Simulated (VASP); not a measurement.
Here is the system:

```
Ag2O
1.0
    4.87181     0.00000     0.00000
    0.00000     4.87181     0.00000
    0.00000     0.00000     4.87181
Ag O
4 2
Cartesian
  3.65386   1.21795   3.65386
  1.21795   3.65386   3.65386
  3.65386   3.65386   1.21795
  1.21795   1.21795   1.21795
  0.00000   0.00000   0.00000
  2.43590   2.43590   2.43590
```

The numbers are results of revPBE GGA, VASP's PBE PAW potentials (set 64) (plane waves; VASP 6.6.1), not measurements. Settings: 520 eV cut-off, 7×7×7 Γ-centred mesh, tetrahedra with Blöchl corrections, potentials Ag O.

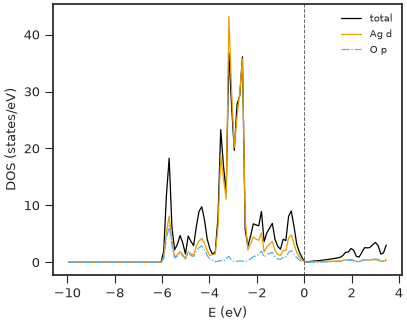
Figure. Total and projected density of states, zero at the Fermi level

Within 2 eV below the Fermi level the largest weight inside VASP's projection spheres is Ag d, then O p.

It has no gap at this level: it comes out as a metal or semimetal.

The compound is Ag2O in the cuprite structure. It was relaxed first, which changed the volume by +9 %.
